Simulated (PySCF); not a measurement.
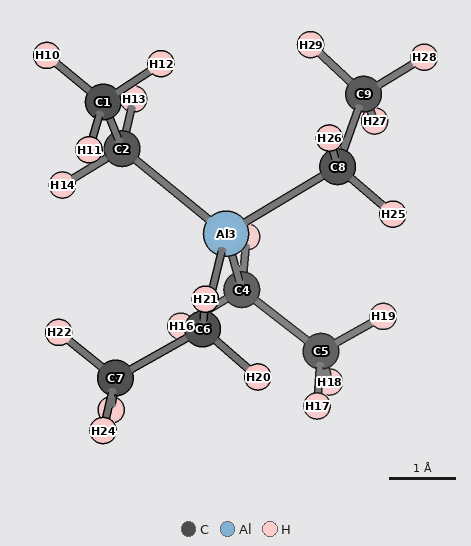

Figure 1. The structure as given in the input (ball-and-stick view, seen at a tilt; atoms are numbered from 1 in the order of the input). Sticks mark near contacts.

## Two runs on C₈H₂₀Al

System: C₈H₂₀Al, charge −1.
Method of the first run: GIAO PBE/pcSseg-1 NMR shielding, non-relativistic, gas phase (PySCF 2.14.0).

The geometry comes from this level: PBE0-D3(BJ)/def2-SVP. Text and figures count atoms from 1; the logs count them from 0 in places.

**Input file, the first run**
```
{"job": {"kind": "nmr", "xc": "PBE", "basis": "pcSseg-1", "pop": false}, "charge": -1, "multiplicity": 1}
C      1.642017     2.489007    -0.205445
C      0.932923     1.597780     0.811924
Al    -0.002759    -0.022593     0.006056
C     -0.891776    -1.092055     1.495185
C     -1.701095    -2.297635     1.023430
C      1.363360    -1.185317    -0.960646
C      2.566104    -1.598332    -0.115908
C     -1.417118     0.597773    -1.322714
C     -2.520470     1.461089    -0.714947
H      2.152269     3.375943     0.225968
H      2.411380     1.926485    -0.764950
H      0.936515     2.872179    -0.964733
H      0.195339     2.199812     1.380006
H      1.662960     1.252608     1.571732
H     -1.544228    -0.416613     2.084718
H     -0.113012    -1.427350     2.209967
H     -1.071836    -3.007641     0.456662
H     -2.182725    -2.882885     1.834953
H     -2.509475    -1.994023     0.333850
H      0.853893    -2.092180    -1.345119
H      1.714053    -0.652656    -1.867694
H      3.122148    -0.716178     0.249607
H      2.252314    -2.152684     0.787270
H      3.304502    -2.241995    -0.638875
H     -1.869825    -0.288862    -1.810846
H     -0.923763     1.153793    -2.145334
H     -3.056965     0.921310     0.086362
H     -3.293285     1.805619    -1.434147
H     -2.105725     2.369615    -0.241990
```

The first line tells a small driver script what to run in PySCF; the rest is the geometry in Å.

Hardware: 1 CPU thread, shared host.

**Output, shortened to warnings, some set-up lines, iterations and results (the first run)**
```
coarse grid: 22712 points
[...]
cycle   1  E = -558.2796689870  dE =  1.672e-02  |g| = 1.117e+00  |ddm| = 4.591e+00
cycle   2  E = -557.5025656217  dE =  7.771e-01  |g| = 1.973e+00  |ddm| = 4.735e+00
cycle   3  E = -558.6440789617  dE = -1.142e+00  |g| = 8.072e-02  |ddm| = 3.562e+00
cycle   4  E = -558.6452928099  dE = -1.214e-03  |g| = 4.503e-02  |ddm| = 1.711e-01
cycle   5  E = -558.6457537405  dE = -4.609e-04  |g| = 1.628e-02  |ddm| = 6.501e-02
cycle   6  E = -558.6458177149  dE = -6.397e-05  |g| = 2.592e-03  |ddm| = 1.627e-02
cycle   7  E = -558.6458192394  dE = -1.524e-06  |g| = 6.434e-04  |ddm| = 3.548e-03
cycle   8  E = -558.7203340674  dE = -4.547e-05  |g| = 1.775e-02  |ddm| = 4.910e-02
cycle   9  E = -558.7201759132  dE =  1.582e-04  |g| = 3.005e-02  |ddm| = 5.078e-02
cycle  10  E = -558.7204172255  dE = -2.413e-04  |g| = 8.412e-04  |ddm| = 3.297e-02
cycle  11  E = -558.7204173672  dE = -1.417e-07  |g| = 2.929e-04  |ddm| = 1.096e-03
cycle  12  E = -558.7204173881  dE = -2.091e-08  |g| = 4.872e-05  |ddm| = 3.127e-04
cycle  13  E = -558.7204173887  dE = -5.866e-10  |g| = 9.906e-06  |ddm| = 7.426e-05
converged SCF energy = -558.7204173887

GIAO shielding tensors (ppm)
atom      isotropic    diamagn.    paramagn.     s11        s22        s33       span
  0 C      164.987     244.758     -79.771    153.650    160.415    180.898     27.248
  1 C      179.513     251.315     -71.802    162.445    178.173    197.921     35.476
  2 Al     398.687     800.182    -401.495    387.222    403.715    405.124     17.902
  3 C      179.525     251.285     -71.760    162.380    178.449    197.746     35.365
  4 C      164.937     244.594     -79.657    153.603    160.336    180.872     27.269
  5 C      179.565     251.283     -71.718    162.439    178.426    197.831     35.391
  6 C      164.907     244.615     -79.707    153.561    160.357    180.803     27.242
  7 C      179.569     251.282     -71.714    162.406    178.180    198.120     35.715
  8 C      164.976     244.730     -79.753    153.643    160.407    180.880     27.237
  9 H       29.980      27.887       2.093     24.610     27.424     37.907     13.297
 10 H       30.213      31.419      -1.206     25.451     30.112     35.076      9.626
 11 H       30.186      31.443      -1.257     25.407     30.088     35.062      9.655
 12 H       31.677      33.757      -2.080     28.160     30.800     36.071      7.911
 13 H       31.665      33.801      -2.136     28.325     30.736     35.933      7.608
 14 H       31.683      33.768      -2.085     28.207     30.855     35.986      7.779
 15 H       31.668      33.692      -2.024     28.043     30.884     36.076      8.033
 16 H       30.196      31.341      -1.146     25.476     29.950     35.161      9.684
 17 H       29.979      27.802       2.177     24.598     27.457     37.882     13.284
 18 H       30.203      31.361      -1.157     25.364     30.184     35.062      9.698
 19 H       31.644      33.710      -2.066     28.078     30.819     36.035      7.958
 20 H       31.702      33.755      -2.054     28.166     30.909     36.030      7.863
 21 H       30.193      31.372      -1.179     25.312     30.245     35.023      9.711
 22 H       30.204      31.353      -1.149     25.554     29.878     35.179      9.624
 23 H       29.979      27.818       2.161     24.594     27.459     37.884     13.290
 24 H       31.673      33.759      -2.087     28.263     30.787     35.968      7.705
 25 H       31.668      33.764      -2.096     28.188     30.767     36.049      7.861
 26 H       30.206      31.398      -1.191     25.407     30.133     35.080      9.673
 27 H       29.980      27.868       2.111     24.607     27.431     37.900     13.293
 28 H       30.194      31.432      -1.238     25.448     30.056     35.079      9.631
```

The input of the second run differs as follows (lines with − go, lines with + come):
```diff
-"xc": "PBE"
+"xc": "PBE0"
-"pop": false
```

What does this change do to the results?

The total energies belong to different methods, so their difference says nothing on which is more stable or more accurate. The HOMO goes from −0.74 to −1.98 eV. The LUMO goes from 3.86 to 4.66 eV. Of all shieldings, the largest change is that of Al3, by +13.8 ppm. The functional changes from PBE to PBE0. Exact exchange removes part of the self-interaction error of semilocal functionals, which pushes filled and empty levels apart. The SCF takes 12 iterations against 13.

**Output, shortened to warnings, some set-up lines, iterations and results (the second run)**
```
coarse grid: 22712 points
[...]
cycle   1  E = -558.5581738815  dE =  9.104e-02  |g| = 8.110e-01  |ddm| = 4.476e+00
cycle   2  E = -558.4540185592  dE =  1.042e-01  |g| = 1.037e+00  |ddm| = 2.478e+00
cycle   3  E = -558.7540948804  dE = -3.001e-01  |g| = 3.093e-02  |ddm| = 1.432e+00
cycle   4  E = -558.7542752460  dE = -1.804e-04  |g| = 1.151e-02  |ddm| = 3.939e-02
cycle   5  E = -558.7543008410  dE = -2.559e-05  |g| = 5.079e-03  |ddm| = 1.321e-02
cycle   6  E = -558.7543070090  dE = -6.168e-06  |g| = 3.582e-04  |ddm| = 4.099e-03
cycle   7  E = -558.8083395914  dE = -5.034e-05  |g| = 1.021e-02  |ddm| = 3.370e-02
cycle   8  E = -558.8083253113  dE =  1.428e-05  |g| = 1.266e-02  |ddm| = 2.302e-02
cycle   9  E = -558.8083674931  dE = -4.218e-05  |g| = 3.278e-04  |ddm| = 1.249e-02
cycle  10  E = -558.8083675102  dE = -1.711e-08  |g| = 1.274e-04  |ddm| = 3.637e-04
cycle  11  E = -558.8083675135  dE = -3.349e-09  |g| = 4.851e-05  |ddm| = 1.462e-04
cycle  12  E = -558.8083675141  dE = -5.703e-10  |g| = 3.150e-06  |ddm| = 5.374e-05
converged SCF energy = -558.8083675141

GIAO shielding tensors (ppm)
atom      isotropic    diamagn.    paramagn.     s11        s22        s33       span
  0 C      170.134     245.052     -74.918    159.757    166.047    184.597     24.839
  1 C      184.929     251.733     -66.804    168.622    185.098    201.067     32.445
  2 Al     412.482     798.396    -385.914    400.651    417.801    418.995     18.344
  3 C      184.909     251.709     -66.800    168.562    185.259    200.906     32.344
  4 C      170.060     244.881     -74.820    159.674    165.943    184.564     24.890
  5 C      184.954     251.703     -66.749    168.620    185.251    200.990     32.370
  6 C      170.037     244.901     -74.863    159.637    165.976    184.498     24.861
  7 C      184.965     251.703     -66.738    168.589    185.084    201.222     32.632
  8 C      170.118     245.023     -74.906    159.742    166.037    184.574     24.833
  9 H       30.208      28.130       2.078     24.783     27.509     38.332     13.549
 10 H       30.356      31.326      -0.970     25.355     30.286     35.427     10.073
 11 H       30.333      31.347      -1.014     25.316     30.255     35.427     10.111
 12 H       31.881      33.906      -2.025     28.178     30.749     36.715      8.537
 13 H       31.872      33.944      -2.071     28.341     30.685     36.591      8.250
 14 H       31.889      33.916      -2.028     28.222     30.810     36.634      8.412
 15 H       31.872      33.849      -1.977     28.063     30.834     36.718      8.655
 16 H       30.342      31.248      -0.907     25.385     30.115     35.525     10.140
 17 H       30.206      28.049       2.157     24.771     27.540     38.307     13.537
 18 H       30.346      31.264      -0.918     25.268     30.357     35.412     10.144
 19 H       31.850      33.866      -2.016     28.096     30.771     36.683      8.587
 20 H       31.906      33.904      -1.998     28.181     30.862     36.674      8.493
 21 H       30.337      31.276      -0.939     25.218     30.414     35.378     10.160
 22 H       30.350      31.260      -0.910     25.464     30.046     35.540     10.076
 23 H       30.206      28.065       2.141     24.766     27.543     38.309     13.544
 24 H       31.880      33.907      -2.027     28.281     30.736     36.624      8.342
 25 H       31.872      33.913      -2.040     28.205     30.718     36.693      8.488
 26 H       30.350      31.306      -0.956     25.313     30.304     35.433     10.120
 27 H       30.207      28.112       2.095     24.780     27.516     38.325     13.545
 28 H       30.340      31.335      -0.995     25.355     30.225     35.440     10.085
```

**The two runs side by side**

```tsv
quantity	the first run	the second run
outcome	converged	converged
total energy (hartree)	−558.720417	−558.808368
HOMO (eV)	−0.74	−1.98
LUMO (eV)	3.86	4.66
shielding of C1 (ppm)	165.0	170.1
shielding of C2 (ppm)	179.5	184.9
shielding of Al3 (ppm)	398.7	412.5
shielding of C4 (ppm)	179.5	184.9
shielding of C6 (ppm)	179.6	185.0
shielding of C8 (ppm)	179.6	185.0
shielding of C9 (ppm)	165.0	170.1
SCF iterations	13	12
basis functions	260	260
wall time (shared host)	86 s	66 s
```
